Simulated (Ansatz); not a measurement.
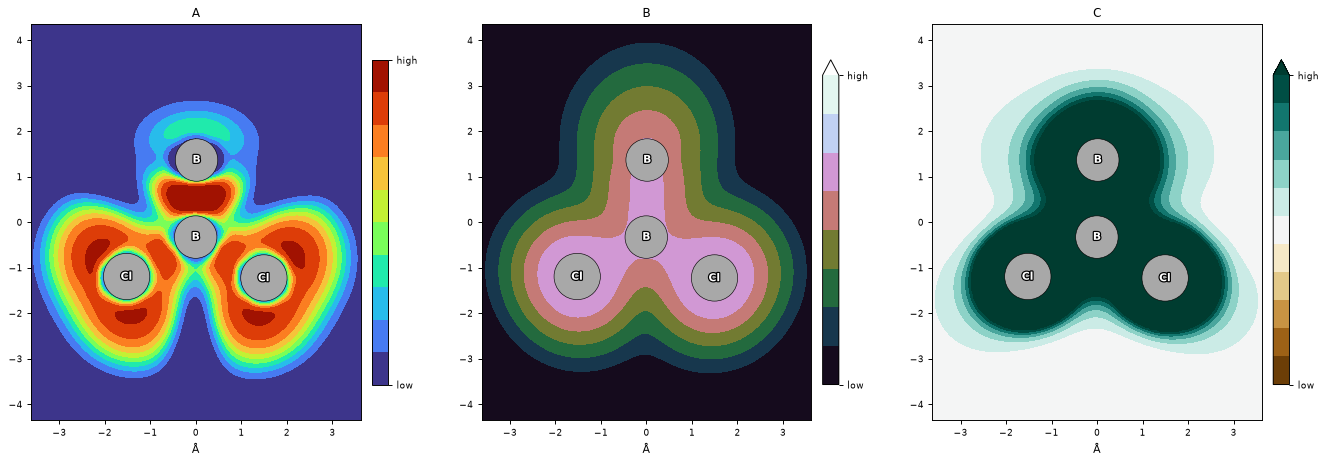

B$_{2}$Cl$_{4}$ (B2(Cl)4): 3 fields on the plane of atoms Cl2, B1 and B4, with unlabelled colour scales. Grey discs cover the atomic cores.

Geometry: PBE0-D4/def2-SVP.

Level of theory: RKS PBE0-D4/def2-TZVP in Ansatz 0.2.0.

```xyz
6

B     0.0759    0.5733   -0.6183
Cl   -1.3428    1.3643   -1.2638
Cl    1.6492    0.9749   -1.2638
B    -0.0744   -0.5733    0.6192
Cl   -0.1877   -0.0609    2.2857
Cl   -0.1200   -2.2784    0.2411
```

### Match the panels to the quantities (electron density, electron localisation function and electrostatic potential).

Panel A: electron localisation function. Panel B: electron density. Panel C: electrostatic potential (strongly positive close to the atoms and fading to about zero outside). From the grid: B–B (1.69 Å): ρ is about 1.1 e/Å³ halfway; the ELF peaks at about 1 between the atoms: a covalent bond. B–Cl (1.75 Å): ρ is about 1.4 e/Å³ halfway; the ELF peaks at about 0.90 between the atoms: a polar covalent bond.
